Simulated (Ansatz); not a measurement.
# CH7NSi2: a spread of methods and bases, part 2 of 2

Ansatz 0.2.0, Gaussian basis; the settings change from run to run.

### Step 7. r2SCAN0/def2-SVP

Set apart from the defaults: atoms shaken by 0.15 Å, density fitting with def2-universal-jkfit, the search for lower states set to off.

The input, in.yaml:

```yaml
crystal:
  periodic: [false, false, false]
  atoms:
    - {symbol: Si, position_ang: [-0.838351, 1.722219, 0.037165]}
    - {symbol: C, position_ang: [-1.222905, -0.185909, 0.070204]}
    - {symbol: N, position_ang: [-0.482437, -1.053509, -0.079067]}
    - {symbol: Si, position_ang: [1.027731, -1.595795, -0.137532]}
    - {symbol: H, position_ang: [0.136899, 1.485882, -1.268462]}
    - {symbol: H, position_ang: [-1.746125, 2.665586, 0.051588]}
    - {symbol: H, position_ang: [0.349303, 1.889967, 0.860380]}
    - {symbol: H, position_ang: [-2.433125, -0.331634, 0.293392]}
    - {symbol: H, position_ang: [2.065229, -0.793885, 0.842730]}
    - {symbol: H, position_ang: [1.457036, -0.838694, -1.427824]}
    - {symbol: H, position_ang: [1.352282, -2.649116, 0.048929]}
basis:
  gaussian: {orbitals: def2-SVP, fitting: {mean_field: def2-universal-jkfit}}
hamiltonian: {xc: {name: r2SCAN0}}
scf: {lower_state_search: off}
output: {forces: true}
```

The run is started by

```sh
> ansatz run in.yaml --threads 2 --pin off --events-out ev --progress --plain --max-ram 4352MiB
```

The log of the run (excerpt; [...] marks lines left out):

```text
Functional definition: r2SCAN0
  name "r2SCAN0"
  cite "Bursch, Neugebauer, Ehlert & Grimme, J. Chem. Phys. 156, 134105 (2022) doi:10.1063/5.0086040"
  cite "Furness, Kaplan, Ning, Perdew & Sun, J. Phys. Chem. Lett. 11, 8208 (2020) doi:10.1021/acs.jpclett.0c02405"
  cite "Furness, Kaplan, Ning, Perdew & Sun, J. Phys. Chem. Lett. 11, 9248 (2020) doi:10.1021/acs.jpclett.0c03077"
  parent r2scan
[...]
534 factors; integrals over basis functions are off by at most 4.0e-1 eV
[...]
mean field -18379.90121126 eV, -675.4489111692 hartree, gradient 9.4e-6 eV, S^2 0.000000; 0 other end points of the search recorded, 0 dependent functions left out
[...]
reference -18379.90122008 eV, -675.4489114935 hartree; 24, 24 occupied and 75, 75 virtual orbitals, 534 factors
Total energy: -18379.90122008 eV, -675.4489114935 hartree
[...]
Atom 2 at    -0.482437    -1.053509    -0.079067 Å, force     2.687070    -6.757086    -0.031467 eV/Å
Atom 3 at     1.027731    -1.595795    -0.137532 Å, force     1.468705    16.453602    -2.941067 eV/Å
Atom 4 at     0.136899     1.485882    -1.268462 Å, force    -1.529028     0.936037     0.872773 eV/Å
Atom 5 at    -1.746125     2.665586     0.051588 Å, force    -3.398765     3.240724    -0.020241 eV/Å
Atom 6 at     0.349303     1.889967     0.860380 Å, force     0.148029     0.453139     1.027622 eV/Å
Atom 7 at    -2.433125    -0.331634     0.293392 Å, force     2.077467    -0.376351    -0.764093 eV/Å
Atom 8 at     2.065229    -0.793885     0.842730 Å, force    -1.332122    -0.743273    -0.643194 eV/Å
Atom 9 at     1.457036    -0.838694    -1.427824 Å, force     0.116763    -1.211006     0.313567 eV/Å
Atom 10 at     1.352282    -2.649116     0.048929 Å, force     3.794039   -15.203833     2.163149 eV/Å
Dipole moment:    -0.324798     0.060055     0.122143 e Å
Checks for a lower state left out: stability, starts, cluster_reference, orbital_swaps, neighbouring_geometries, increment
```

It took 2 s on 2 threads of Arm Neoverse V1, shared host.

Largest force 16.779 eV/Å, dipole 1.69 D.

### Step 8. HSE06/def2-mTZVPP

Options: atoms shaken by 0.08 Å, D3(BJ) with three-body dispersion.

The input, in.yaml:

```yaml
crystal:
  periodic: [false, false, false]
  atoms:
    - {symbol: Si, position_ang: [-0.797669, 1.473103, -0.057060]}
    - {symbol: C, position_ang: [-1.198214, -0.175166, 0.207888]}
    - {symbol: N, position_ang: [-0.577397, -1.181150, 0.175770]}
    - {symbol: Si, position_ang: [1.298631, -1.366890, -0.103154]}
    - {symbol: H, position_ang: [-0.138375, 1.564759, -1.482715]}
    - {symbol: H, position_ang: [-1.696466, 2.530554, -0.008770]}
    - {symbol: H, position_ang: [0.426561, 1.961812, 0.849351]}
    - {symbol: H, position_ang: [-2.307766, -0.301875, 0.531614]}
    - {symbol: H, position_ang: [1.918660, -0.683058, 1.023266]}
    - {symbol: H, position_ang: [1.672992, -1.007162, -1.428140]}
    - {symbol: H, position_ang: [1.435859, -2.744809, 0.129296]}
basis:
  gaussian: {orbitals: def2-mTZVPP}
hamiltonian: {xc: {name: HSE06}, dispersion: d3bjatm}
```

The command is unchanged.

The log of the run (excerpt; [...] marks lines left out):

```text
Functional definition: HSE06
  name "HSE06"
  cite "Heyd, Scuseria & Ernzerhof, J. Chem. Phys. 118, 8207 (2003) doi:10.1063/1.1564060"
  cite "Krukau, Vydrov, Izmaylov & Scuseria, J. Chem. Phys. 125, 224106 (2006) doi:10.1063/1.2404663"
  cite "Heyd & Scuseria, J. Chem. Phys. 120, 7274 (2004) doi:10.1063/1.1668634"
  cite "Ernzerhof & Perdew, J. Chem. Phys. 109, 3313 (1998) doi:10.1063/1.476928"
  cite "Perdew, Burke & Ernzerhof, Phys. Rev. Lett. 77, 3865 (1996) doi:10.1103/PhysRevLett.77.3865"
  parent pbe
[...]
  # The whole range is PBE's own exchange, as in plane waves. The composition of these papers is wPBEh.
[...]
1260 factors; their error is unknown
117 factors; integrals over basis functions are off by at most 5.3e-7 eV
[...]
mean field -18384.52562684 eV, -675.6188553074 hartree, gradient 6.6e-5 eV, S^2 0.000000; 0 other end points of the search recorded, 0 dependent functions left out
reference -18384.52567489 eV, -675.6188570731 hartree; 24, 24 occupied and 108, 108 virtual orbitals, 1260 factors
Total energy: -18384.70814449 eV, -675.6255627071 hartree
```

Wall time 2.2 s (2 threads of Arm Neoverse V1, shared host); peak memory 0.25 GiB.

### Step 9. CCSD(T)/6-31++G**

Options: a grid of angular degree 23, finite nuclei, 2 DIIS vectors.

The input, in.yaml:

```yaml
crystal:
  periodic: [false, false, false]
  atoms:
    - {symbol: Si, position_ang: [-0.637299, 1.570006, -0.067303]}
    - {symbol: C, position_ang: [-1.245074, -0.215443, 0.236520]}
    - {symbol: N, position_ang: [-0.535785, -1.262772, 0.235207]}
    - {symbol: Si, position_ang: [1.181502, -1.426422, -0.034624]}
    - {symbol: H, position_ang: [-0.042485, 1.652595, -1.426959]}
    - {symbol: H, position_ang: [-1.772199, 2.521370, 0.048333]}
    - {symbol: H, position_ang: [0.409394, 1.901818, 0.934286]}
    - {symbol: H, position_ang: [-2.323244, -0.345959, 0.431064]}
    - {symbol: H, position_ang: [1.951749, -0.655483, 0.981025]}
    - {symbol: H, position_ang: [1.548167, -0.935712, -1.392572]}
    - {symbol: H, position_ang: [1.530575, -2.860997, 0.075522]}
basis:
  gaussian: {orbitals: "6-31++G**", final_grid: {core_spheres: 8, valence_spheres: 7, degree: 23}, nuclear_model: gaussian}
hamiltonian: {xc: {name: HF}}
correlation: {method: ccsd_t, diis_vectors: 2}
```

Same command.

The log of the run (excerpt; [...] marks lines left out):

```text
Functional definition: HF
  name "HF"
  cite "Fock, Z. Phys. 61, 126 (1930) doi:10.1007/BF01340294"
  parent pbe
[...]
1121 factors; integrals over basis functions are off by at most 1.5e-3 eV
[...]
mean field -18346.05086696 eV, -674.2049339608 hartree, gradient 1.3e-6 eV, S^2 0.000000; 0 other end points of the search recorded, 0 dependent functions left out
12 core orbitals not correlated: weight in the atoms' cores, before any rotation towards them, 1.000 or more for the frozen orbitals, at most 0.000 for the correlated occupied ones
reference -18346.05086696 eV, -674.2049339608 hartree; 12, 12 occupied and 102, 102 virtual orbitals, 1121 factors
second order -13.45293223 eV of doubles, -0.00000000 eV of singles
cycle   1  -14.25929599 eV  change   -8.1e-1 eV  update   1.0e-1
[...]
cycle  11  -14.88886264 eV  change    2.3e-5 eV  update   1.7e-5
perturbative correction -0.50230431 eV, -0.0184593429 hartree
Total energy: -18361.44203391 eV, -674.7705489138 hartree
```

It took 12 s on 2 threads of Arm Neoverse V1, shared host; peak memory 0.61 GiB.

T1 0.014.

### Step 10. wPBEh/6-31G

This run has unrestricted orbitals.

Edit in.yaml of step 9 so:

```diff
@@ -15,4 +15,5 @@
 basis:
-  gaussian: {orbitals: "6-31++G**", final_grid: {core_spheres: 8, valence_spheres: 7, degree: 23}, nuclear_model: gaussian}
-hamiltonian: {xc: {name: HF}}
-correlation: {method: ccsd_t, diis_vectors: 2}
+  gaussian: {orbitals: 6-31G}
+magnetization: {spin_polarized: true, initial_magnetization: 0}
+hamiltonian: {xc: {name: wPBEh}}
+output: {forces: true}
```

Same command.

The log of the run (excerpt; [...] marks lines left out):

```text
Functional definition: wPBEh
  name "wPBEh"
  cite "Heyd, Scuseria & Ernzerhof, J. Chem. Phys. 118, 8207 (2003) doi:10.1063/1.1564060"
  cite "Krukau, Vydrov, Izmaylov & Scuseria, J. Chem. Phys. 125, 224106 (2006) doi:10.1063/1.2404663"
  cite "Heyd & Scuseria, J. Chem. Phys. 120, 7274 (2004) doi:10.1063/1.1668634"
  cite "Ernzerhof & Perdew, J. Chem. Phys. 109, 3313 (1998) doi:10.1063/1.476928"
  cite "Perdew, Burke & Ernzerhof, Phys. Rev. Lett. 77, 3865 (1996) doi:10.1103/PhysRevLett.77.3865"
  parent pbe
[...]
763 factors; integrals over basis functions are off by at most 2.4e-4 eV
128 factors; integrals over basis functions are off by at most 4.2e-7 eV
[...]
mean field -18382.48983583 eV, -675.5440413675 hartree, gradient 2.6e-5 eV, S^2 0.000000; 0 other end points of the search recorded, 0 dependent functions left out
[...]
Atom 1 at    -1.245074    -0.215443     0.236520 Å, force    -0.994829     0.267816     0.135278 eV/Å
Atom 2 at    -0.535785    -1.262772     0.235207 Å, force    -0.923811    -0.588839     0.222263 eV/Å
Atom 3 at     1.181502    -1.426422    -0.034624 Å, force     1.344946    -0.440433    -0.176065 eV/Å
Atom 4 at    -0.042485     1.652595    -1.426959 Å, force     0.148252     0.054103    -0.285913 eV/Å
Atom 5 at    -1.772199     2.521370     0.048333 Å, force    -0.203938     0.222429     0.015628 eV/Å
Atom 6 at     0.409394     1.901818     0.934286 Å, force     0.239989     0.104729     0.194820 eV/Å
Atom 7 at    -2.323244    -0.345959     0.431064 Å, force     0.114974     0.120335    -0.031791 eV/Å
Atom 8 at     1.951749    -0.655483     0.981025 Å, force     0.197257     0.181717     0.222925 eV/Å
Atom 9 at     1.548167    -0.935712    -1.392572 Å, force     0.106892     0.118761    -0.308756 eV/Å
Atom 10 at     1.530575    -2.860997     0.075522 Å, force     0.113939    -0.260117     0.011042 eV/Å
Dipole moment:     0.056732     0.294233    -0.042309 e Å
```

Run time: 2.9 s. Hardware: 2 threads of Arm Neoverse V1, shared host.

Largest force 1.426 eV/Å, dipole 1.45 D, ⟨S²⟩ 0.000.

### Step 11. All runs side by side

| level | charge | multiplicity | geometry | functions | energy (eV) | time |
| --- | --- | --- | --- | --- | --- | --- |
| SPW92/ANO-RCC-VTZP | 0 | 1 | relaxed | 226 | -18344.231 | 6.5 s |
| B3LYP/6-31G | -1 | 2 | relaxed | 58 | -18391.801 | 2.1 s |
| r2SCAN0/pcseg-2 | 0 | 1 | relaxed | 226 | -18393.389 | 9 s |
| CAM-B3LYP/aug-cc-pVDZ | 0 | 1 | relaxed | 163 | -18394.203 | 5.5 s |
| BLYP/6-31G* | 0 | 3 | relaxed | 82 | -18390.688 | 1.1 s |
| r2SCAN0/def2-SVP | 0 | 1 | shaken | 99 | -18379.901 | 2 s |
| HSE06/def2-mTZVPP | 0 | 1 | shaken | 132 | -18384.708 | 2.2 s |
| CCSD(T)/6-31++G** | 0 | 1 | relaxed | 126 | -18361.442 | 12 s |
| wPBEh/6-31G | 0 | 1 | relaxed | 58 | -18382.490 | 2.9 s |

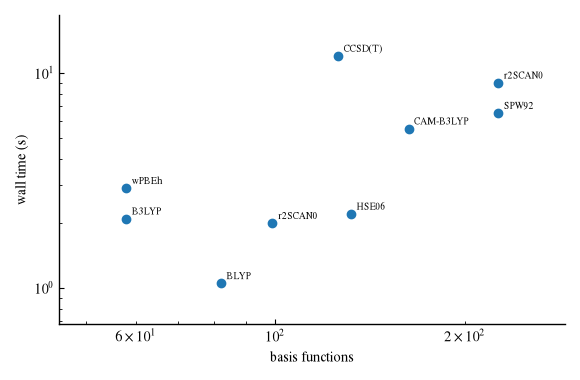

Wall time against the number of basis functions (shared host).

### Step 12. Results

This closing draws on all 2 parts.

| quantity | value |
| --- | --- |
| runs | 9 |
| quickest | BLYP/6-31G*, 1.1 s |
| slowest | CCSD(T)/6-31++G**, 12 s |
| spread of total energies, same state and geometry | 50.0 eV |
| dipole, same state and geometry | 1.10 to 1.45 D |

**Reading.** CCSD(T)/6-31++G** took 11 times as long as BLYP/6-31G*. The jobs differ in tasks and options as well as level. The totals spread over 50 eV; they can't be compared across methods or bases. Some of these runs are scalar-relativistic and others not, which shifts the totals of all-electron atoms past neon by eV; core potentials, where a basis has them, take the core out of the total altogether. At the PBE0-D4/def2-TZVP geometry and in the same state, runs without warnings or point charges leave forces up to 1.43 eV/Å (wPBEh/6-31G), against 16.8 eV/Å where the atoms were moved. At that geometry and state the dipole changes by 32 % between the lowest and highest value.
